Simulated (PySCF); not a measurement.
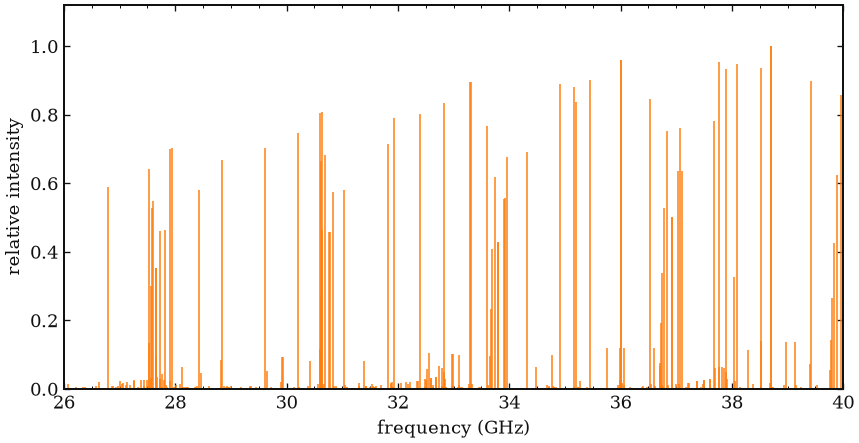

Simulated rotational absorption lines between 26 and 40 GHz at 10 K: rigid rotor with the equilibrium constants and dipole of one optimised conformer (PBE0-D3(BJ)/def2-SVP, PySCF 2.14.0), commonest isotopes; no centrifugal distortion, hyperfine structure, internal rotation or nuclear-spin weights; lines within 1 MHz of each other are summed.

### Which molecule gives this spectrum?
A. C₃H₁₁NSi₂, SMILES C[Si@@H]1CC[SiH2]N1
B. C₅H₁₁N, SMILES C=C[C@@H](C)NC
C. C₄H₅NO₂, SMILES O=C1CCC(=O)N1

Option A. Rotational constants A, B, C = 4.057, 1.698, 1.347 GHz, |μa|, |μb|, |μc| = 0.73, 0.10, 0.32 D.

Caveats: coarse grid, loose stop and no frequency check, small forces are noise and the end may be a saddle.
